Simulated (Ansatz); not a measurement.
**C$_{3}$H$_{3}$F$_{3}$ (SMILES C=CC(F)(F)F): density, localisation and related maps**

The calculation's input:

```
crystal:
  periodic: [false, false, false]
  atoms:
    - {symbol: C, position_ang: [-1.846856, -0.423455, 1.385447]}
    - {symbol: C, position_ang: [-0.693901, -0.389990, 0.725248]}
    - {symbol: C, position_ang: [0.495105, -1.208995, 1.111452]}
    - {symbol: F, position_ang: [0.268224, -1.968872, 2.183957]}
    - {symbol: F, position_ang: [0.862381, -2.019226, 0.111829]}
    - {symbol: F, position_ang: [1.545770, -0.426670, 1.384708]}
    - {symbol: H, position_ang: [-2.693788, 0.190534, 1.071215]}
    - {symbol: H, position_ang: [-1.979410, -1.066009, 2.259531]}
    - {symbol: H, position_ang: [-0.537009, 0.244336, -0.151926]}
basis:
  gaussian:
    orbitals: def2-TZVPD
total_charge: 0
hamiltonian:
  xc: pbe0
output: {forces: true, orbitals: {seedname: orbitals}}
```

Run with:

```sh
ansatz run input.yaml --threads 2 --pin off --max-ram 4350MiB --events-out events.jsonl --progress --plain --runs-dir runs
```

Geometry: PBE0-D3(BJ)/def2-SVP.

These are results of isolated molecule in a Gaussian basis; Kohn-Sham density functional theory, functional PBE0 (Ansatz 0.2.0), not measurements.

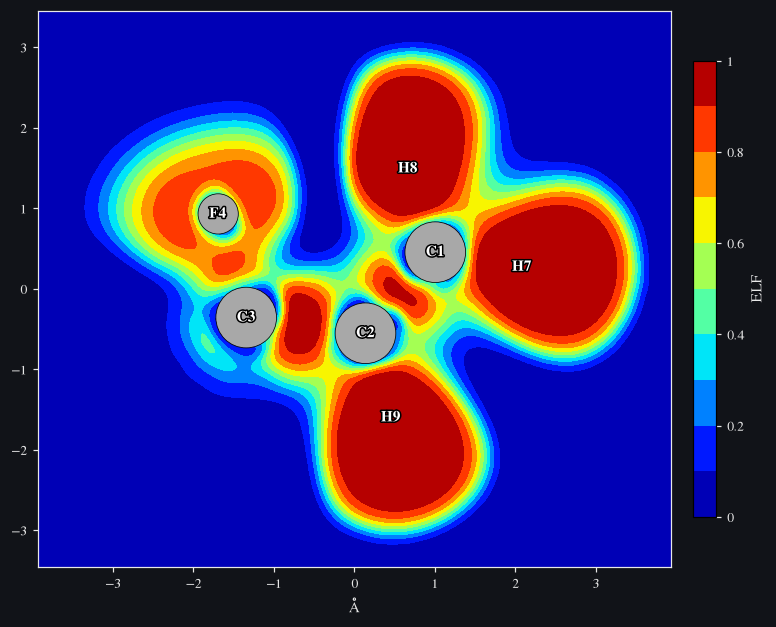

Figure 1. ELF on the plane of atoms C1, C2 and C3. Grey discs cover the atomic cores.

What does the map show?

Answer.
- Atoms in the plane: C, F and H.
- C–C (1.33 Å): the ELF peaks at about 0.90 between the atoms; a short, multiple covalent bond.
- C–F (1.33 Å): the ELF peaks at about 0.85 between the atoms, as expected for a polar covalent bond.
- C–H (1.09 Å): the ELF climbs to about 1 towards the hydrogen, as it does in any bond to H (an ordinary covalent bond to hydrogen).
- C–C (1.49 Å): the ELF peaks at about 1 between the atoms: localised, covalent bonding.
- The ELF also peaks beside F4, away from the bonds: lone-pair regions.

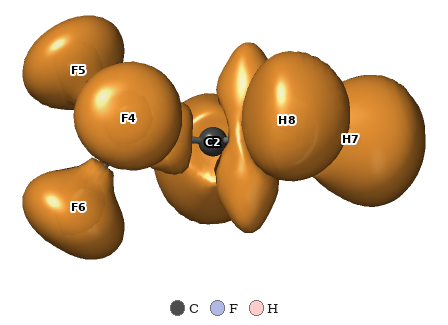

Figure 2. Isosurface of the ELF at 0.75 (orange), seen from one side. Core shells and regions of very low density are left out.

Describe the localisation domains.

Answer. The ELF exceeds this value in two regions between bonded C–C atoms (shared pairs), three regions around hydrogen nuclei and three regions on F in which the atom's valence shell and bonds are merged.

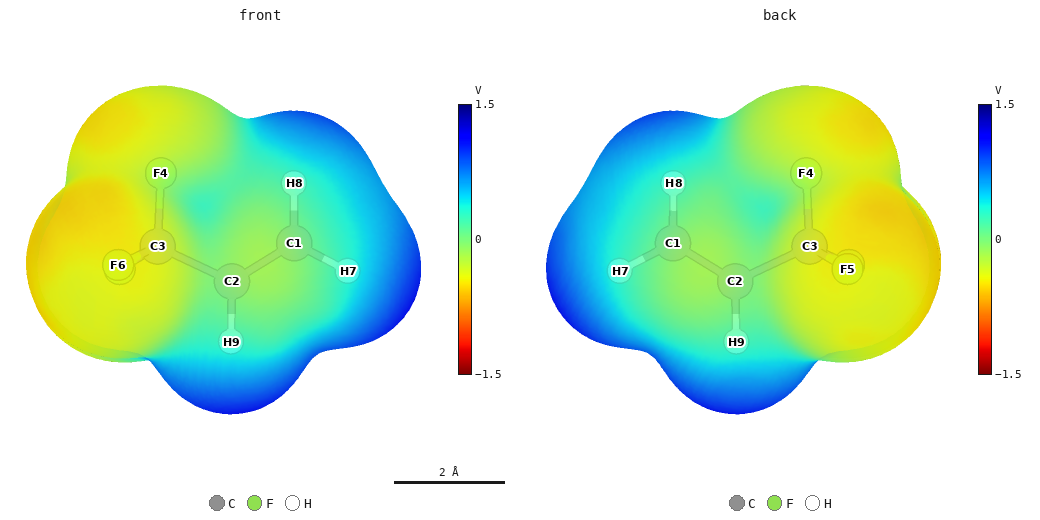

Figure 3. The electrostatic potential painted on the density surface at 0.001 e/bohr³, seen from the front and from behind; the colour scale runs from red (negative) to blue (positive).

Describe the electrostatic potential map.

Answer. The most negative region (about −0.5 V) lies over F4, F5 and F6, the most positive (about +1.1 V) over H7 and H9.

What dipole moment does the calculation give?

Answer. Its dipole moment is 2.35 D.

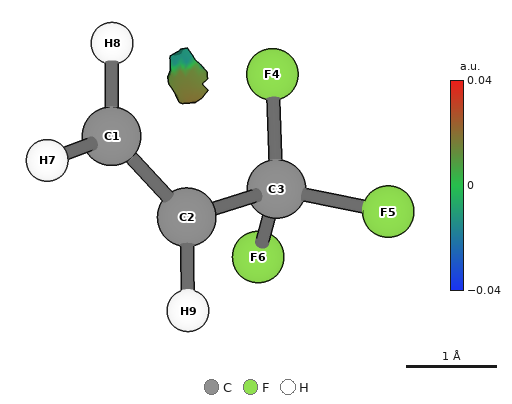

Figure 4. Non-covalent interaction (NCI) plot: the surface where the reduced density gradient is 0.5, for densities under 0.05 a.u., coloured by sign(λ₂)ρ; seen at an oblique angle.

What holds or crowds the atoms apart from the covalent bonds?

Answer. Between H8 and C1 on one side and F4 and C3 on the other: a weak contact (green).
